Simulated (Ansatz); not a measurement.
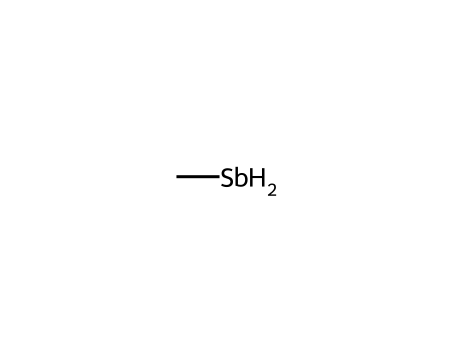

2D structure.

Question: Write the SMILES.

Answer: [CH3][SbH2]

Question: What is the molecular formula?

Answer: CH5Sb.

Question: An optimisation with PBE0-D4/def2-TZVP gave a structure of which point group?

Answer: Cs.

More results for the same structure follow; atom numbers are the same in all pictures, views and colours differ. The geometry was computed by an optimisation with PBE0-D4/def2-TZVP.

Charges

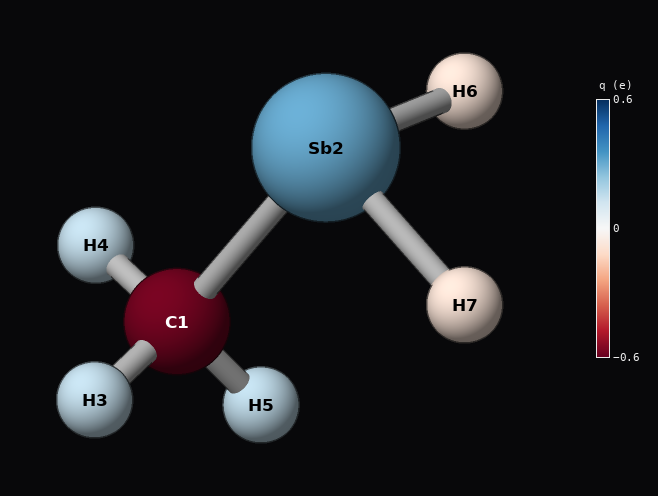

Atoms are coloured by their Mulliken charges. Level of theory: RKS ωB97M-V/def2-TZVPP, core potentials on Sb (Ansatz 0.2.0).

Question: Which atom carries the highest charge (most positive or least negative)?

Answer: Sb2 (0.30 e).

Question: And the lowest?

Answer: C1 (−0.58 e).

List the Mulliken charges.

```json
{"atom": "C1", "value (e)": "−0.58"}
{"atom": "Sb2", "value (e)": "0.30"}
{"atom": "H3", "value (e)": "0.14"}
{"atom": "H4", "value (e)": "0.14"}
{"atom": "H5", "value (e)": "0.15"}
{"atom": "H6", "value (e)": "−0.08"}
{"atom": "H7", "value (e)": "−0.08"}
```

Vibrations

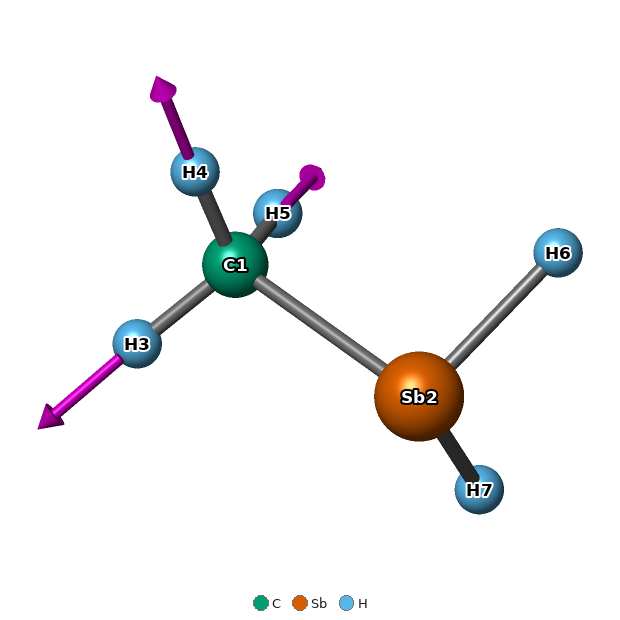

The arrows show one normal mode. Harmonic vibrations computed with RKS PBE0-D4/def2-TZVP, core potentials on Sb (Ansatz 0.2.0) at a stationary point of the same level.

Question: Describe the motion.

Answer: Mostly in-phase stretching of 3 C–H bonds.

Question: Estimate its harmonic wavenumber.

Answer: 3073 cm⁻¹; it is mode 13 of 15 counted from the lowest.

Electronic properties

Level of theory: RKS B3LYP-D4/def2-TZVPP, core potentials on Sb (Ansatz 0.2.0).

Computed properties:

- dipole moment: 0.73 D
- HOMO energy (Kohn–Sham orbital): −6.88 eV
- LUMO energy (Kohn–Sham orbital): −0.46 eV
- HOMO–LUMO gap: 6.42 eV
- dispersion correction: −17.1 kJ/mol
- vertical ionisation energy: 9.35 eV

Mulliken values depend strongly on the basis set and can even reverse the polarity of a bond.
